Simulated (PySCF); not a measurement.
# C₂₀H₁₀: electronic excitations

What do calculations give for the electronic excitations of C₂₀H₁₀ (`C=C1C#CC(=C)C#CC(=C)C#CC(=C)C#CC(=C)C#C1`)?

Programs: PySCF 2.14.0, with routines of our own; each step states its level. All values are computed. Atoms count from 0.

### Step 1. The system as given

30 atoms, charge 0, multiplicity 1; geometry from: GFN2-xTB.

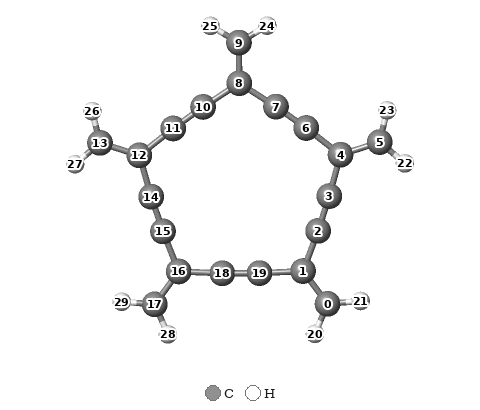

The starting geometry (carbon grey, hydrogen white).

### Step 2. Electronic excitations: TDA LC-wPBE/6-31G*

The job: settings as JSON, then the geometry in Å.

```
{"job": {"kind": "uv", "basis": "6-31G*", "grid": 1, "kgrid": 0, "vcut": 1.5, "nstates": 5, "ntriplets": 2, "tda": true, "delta": ["ip_vertical"], "pop": false, "xc": "LC-wPBE"}, "charge": 0, "multiplicity": 1}
C     -3.873254    -2.776823    -0.292331
C     -2.785817    -1.997266    -0.218137
C     -1.480728    -2.448740    -0.533715
C     -0.349616    -2.782271    -0.789860
C      0.997679    -3.113983    -1.075701
C      1.385889    -4.330121    -1.483358
C      1.893047    -2.032366    -0.887245
C      2.611415    -1.079191    -0.709013
C      3.401962     0.074441    -0.482641
C      4.729986     0.104040    -0.659608
C      2.649068     1.193734    -0.049911
C      1.962702     2.116516     0.315692
C      1.104816     3.160331     0.741438
C      1.536835     4.393382     1.039308
C     -0.254938     2.770914     0.820261
C     -1.398198     2.387870     0.870115
C     -2.719962     1.879402     0.906480
C     -3.781741     2.612435     1.268701
C     -2.807648     0.519027     0.520926
C     -2.826963    -0.639774     0.184766
H     -4.848993    -2.396810    -0.043532
H     -3.801838    -3.804891    -0.602742
H      0.674553    -5.127293    -1.613998
H      2.419930    -4.544631    -1.691289
H      5.267723    -0.768025    -0.989515
H      5.296565     1.000817    -0.477145
H      2.579330     4.650970     0.966814
H      0.853765     5.160984     1.359614
H     -4.771730     2.190212     1.282750
H     -3.674649     3.644245     1.555845
```

Level: TDA LC-wPBE/6-31G*, vertical, gas phase, core orbitals frozen in the response, virtual orbitals cut by energy.

Command:

```console
$ OMP_NUM_THREADS=1 python large_run.py task.json out
```

This one command runs all jobs of the session in turn.

Standard output:

```text
start: PBE on a coarse grid of 26856 points
cycle   1  E = -766.7591948305  dE =  3.282e+00  |g| = 8.202e-01  |ddm| = 9.973e+00
cycle   2  E = -766.7764876566  dE = -1.729e-02  |g| = 7.751e-01  |ddm| = 3.569e+00
cycle   3  E = -766.9479850597  dE = -1.715e-01  |g| = 1.009e-01  |ddm| = 1.489e+00
cycle   4  E = -766.9501231545  dE = -2.138e-03  |g| = 4.288e-02  |ddm| = 2.237e-01
cycle   5  E = -766.9504888313  dE = -3.657e-04  |g| = 1.951e-02  |ddm| = 8.089e-02
cycle   6  E = -766.9505821737  dE = -9.334e-05  |g| = 8.397e-03  |ddm| = 3.641e-02
final grid: 119996 points
cycle   7  E = -767.0697185118  dE = -3.041e-02  |g| = 6.442e-02  |ddm| = 2.053e+00
cycle   8  E = -767.0731249309  dE = -3.406e-03  |g| = 2.809e-02  |ddm| = 3.237e-01
cycle   9  E = -767.0736132086  dE = -4.883e-04  |g| = 2.105e-02  |ddm| = 1.086e-01
cycle  10  E = -767.0737927746  dE = -1.796e-04  |g| = 5.619e-03  |ddm| = 4.725e-02
cycle  11  E = -767.0738034425  dE = -1.067e-05  |g| = 2.423e-03  |ddm| = 8.875e-03
cycle  12  E = -767.0738041596  dE = -7.171e-07  |g| = 9.758e-04  |ddm| = 4.173e-03
cycle  13  E = -767.0738050858  dE = -9.262e-07  |g| = 2.078e-04  |ddm| = 2.404e-03
cycle  14  E = -767.0738056905  dE = -6.046e-07  |g| = 4.670e-05  |ddm| = 1.277e-03
converged SCF energy = -767.0738056905
Vertical ionisation energy (delta-SCF) = 8.1949 eV   <S^2> = 0.879

Static polarisability (au): isotropic 222.346, principal 57.791 304.601 304.647

Singlet excitations
state   eV       nm        f      main configurations
  1   4.9176    252.1   0.00000   H-3->L+1 0.41, H-4->L 0.40
  2   5.0750    244.3   0.00000   H-4->L 0.25, H-3->L+1 0.25, H-7->L+1 0.10
  3   5.1457    240.9   0.00000   H->L 0.45, H-1->L 0.12, H-2->L+1 0.12
  4   5.1457    240.9   0.00000   H->L+1 0.45, H-1->L+1 0.12, H-2->L 0.12
  5   5.3250    232.8   1.28737   H-2->L+1 0.25, H-1->L 0.25, H->L+3 0.10

Triplet excitations (Tamm-Dancoff, eV): 2.4105 2.4106
```

Run time: 92 s. Hardware: 1 thread of Arm Neoverse N1, shared host; peak memory 0.6 GiB.

Frontier orbitals and where they lie:

```tsv
orbital	eV	atoms
HOMO−4	-10.09	C6 18 %, C7 18 %, C11 16 %
HOMO−3	-10.09	C19 19 %, C18 19 %, C14 15 %
HOMO−2	-8.93	C17 16 %, C5 12 %, C7 9 %
HOMO−1	-8.93	C0 16 %, C13 13 %, C10 9 %
HOMO	-8.44	C0 10 %, C17 10 %, C13 10 %
LUMO	0.16	C9 22 %, C13 14 %, C5 14 %
LUMO+1	0.16	C0 20 %, C17 19 %, C5 8 %
LUMO+2	1.59	C0 15 %, C9 11 %, C1 9 %
LUMO+3	1.59	C5 14 %, C17 13 %, C4 9 %
```

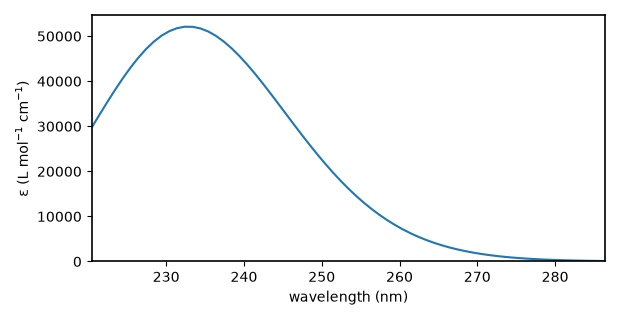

Absorption spectrum: each of the 5 states is a Gaussian band of 0.4 eV half-width at 1/e. Beyond the last state computed it falls off for lack of states.

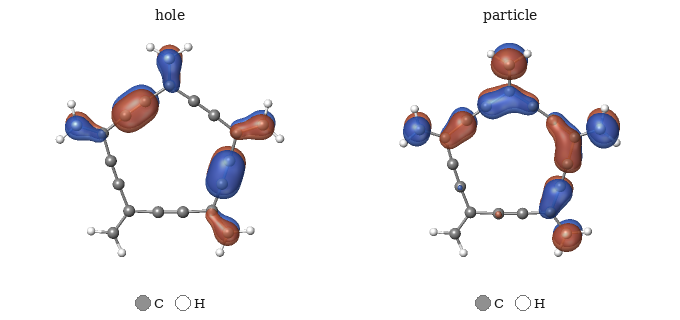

Leading natural transition orbitals of singlet state 5: the electron leaves the hole (left) for the particle orbital (right).

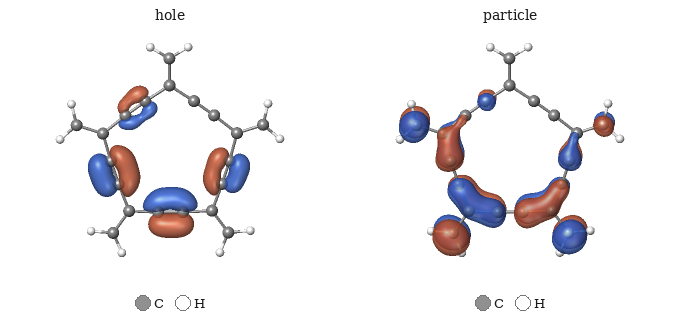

Leading natural transition orbitals of singlet state 1: the electron leaves the hole (left) for the particle orbital (right).

Ground-state properties from the same run:

```tsv
property	computed
dipole moment (D)	0.00
polarisability (Å³)	32.95
HOMO–LUMO gap (eV)	8.60
−ε(HOMO) (eV)	8.44
```

The fields below are evaluated on a grid from the run's orbitals.

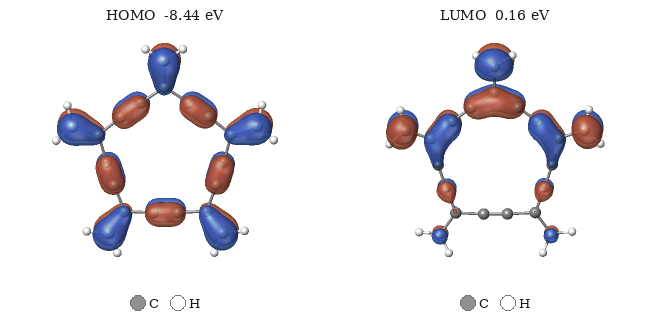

LC-wPBE/6-31G* orbitals near the gap, drawn at the value that encloses 70 % of each; the two colours are the two signs.

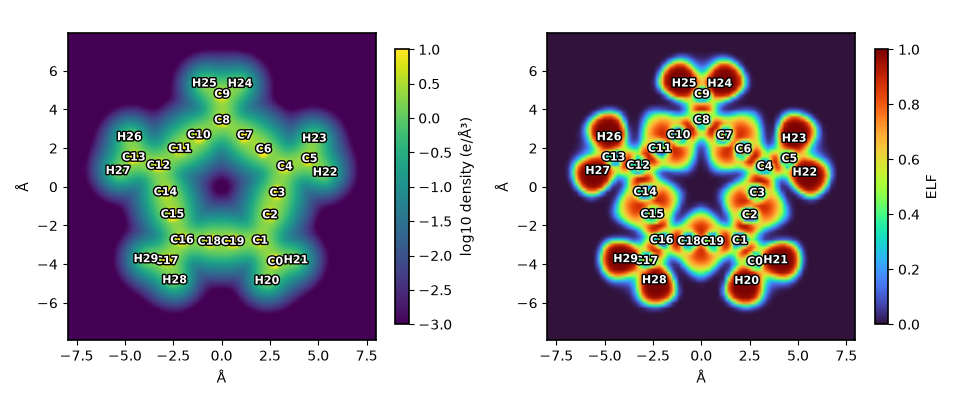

Density (left) and ELF (right) in a plane through or near 30 of the atoms.

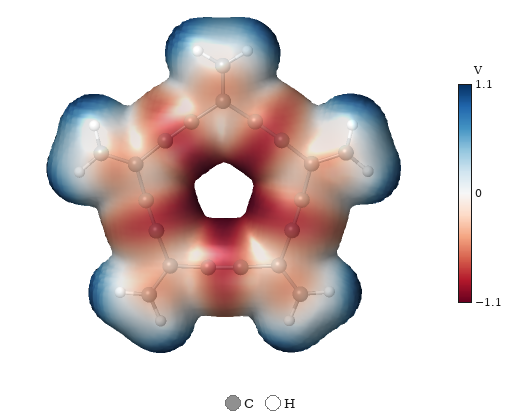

The potential that a unit positive charge feels on the 0.002 e/bohr³ surface, from the 1st to the 99th percentile, from -1.10 V near C11 to 1.06 V near H23.

### Step 3. Electronic excitations: TDDFT PBE/6-31G*

Settings changed since step 2:

```diff
@@ -1,2 +1,2 @@
-{"job": {"kind": "uv", "basis": "6-31G*", "grid": 1, "kgrid": 0, "vcut": 1.5, "nstates": 5, "ntriplets": 2, "tda": true, "delta": ["ip_vertical"], "pop": false, "xc": "LC-wPBE"}, "charge": 0, "multiplicity": 1}
+{"job": {"kind": "uv", "basis": "6-31G*", "grid": 1, "kgrid": 0, "vcut": null, "nstates": 5, "ntriplets": 2, "tda": false, "delta": ["ip_vertical"], "pop": false, "xc": "PBE"}, "charge": 0, "multiplicity": 1}
 C     -3.873254    -2.776823    -0.292331
```

Method: TDDFT PBE/6-31G*, vertical, gas phase, core orbitals frozen in the response.

Standard output:

```text
start: PBE on a coarse grid of 26856 points
cycle   1  E = -766.7591948305  dE =  3.282e+00  |g| = 8.202e-01  |ddm| = 9.973e+00
cycle   2  E = -766.7764876566  dE = -1.729e-02  |g| = 7.751e-01  |ddm| = 3.569e+00
cycle   3  E = -766.9479850597  dE = -1.715e-01  |g| = 1.009e-01  |ddm| = 1.489e+00
cycle   4  E = -766.9501231545  dE = -2.138e-03  |g| = 4.288e-02  |ddm| = 2.237e-01
cycle   5  E = -766.9504888313  dE = -3.657e-04  |g| = 1.951e-02  |ddm| = 8.089e-02
cycle   6  E = -766.9505821737  dE = -9.334e-05  |g| = 8.397e-03  |ddm| = 3.641e-02
final grid: 119996 points
cycle   7  E = -766.7307265064  dE =  1.138e-04  |g| = 3.062e-02  |ddm| = 1.626e-01
cycle   8  E = -766.7285293205  dE =  2.197e-03  |g| = 9.071e-02  |ddm| = 1.560e-01
cycle   9  E = -766.7309227274  dE = -2.393e-03  |g| = 1.554e-02  |ddm| = 1.215e-01
cycle  10  E = -766.7309783987  dE = -5.567e-05  |g| = 7.421e-03  |ddm| = 2.017e-02
cycle  11  E = -766.7309953846  dE = -1.699e-05  |g| = 3.806e-04  |ddm| = 9.277e-03
cycle  12  E = -766.7309967256  dE = -1.341e-06  |g| = 1.551e-04  |ddm| = 1.322e-03
cycle  13  E = -766.7309955673  dE =  1.158e-06  |g| = 6.965e-05  |ddm| = 5.833e-04
converged SCF energy = -766.7309955673
Vertical ionisation energy (delta-SCF) = 6.9031 eV   <S^2> = 0.759

Static polarisability (au): isotropic 257.642, principal 61.266 355.800 355.861

Singlet excitations
state   eV       nm        f      main configurations
  1   2.7096    457.6   0.00000   H->L 0.61, H-1->L 0.14, H-2->L+1 0.14
  2   2.7100    457.5   0.00000   H->L+1 0.61, H-1->L+1 0.14, H-2->L 0.14
  3   3.1267    396.5   0.09714   H-1->L+1 0.39, H-2->L 0.39, H->L+2 0.10
  4   3.1268    396.5   0.09717   H-1->L 0.39, H-2->L+1 0.39, H->L+3 0.10
  5   3.4417    360.2   0.00000   H->L+1 0.25, H-2->L 0.16, H-1->L+1 0.16

Triplet excitations (Tamm-Dancoff, eV): 2.1490 2.1491
```

Run time: 50 s. Hardware: 1 thread of Arm Neoverse N1, shared host; peak memory 0.58 GiB.

### Step 4. Summary of results

```
                                quantity                        value
         lowest singlet (LC-wPBE/6-31G*)  4.92 eV (252 nm), f = 0.000
brightest single state of those computed  state 5, 5.33 eV, f = 1.287
                          lowest triplet                      2.41 eV
   surface potential, 1st and 99th percentile           -1.10 V and 1.06 V
```

**Reading.** The first singlet state (HOMO−3→LUMO+1 0.41, HOMO−4→LUMO 0.40) lies at 4.92 eV and is dark; of the 5 states computed, the strongest absorption comes from state 5 at 5.33 eV (the last computed, so partners may be missing). The lowest triplet lies 2.51 eV below the lowest singlet.
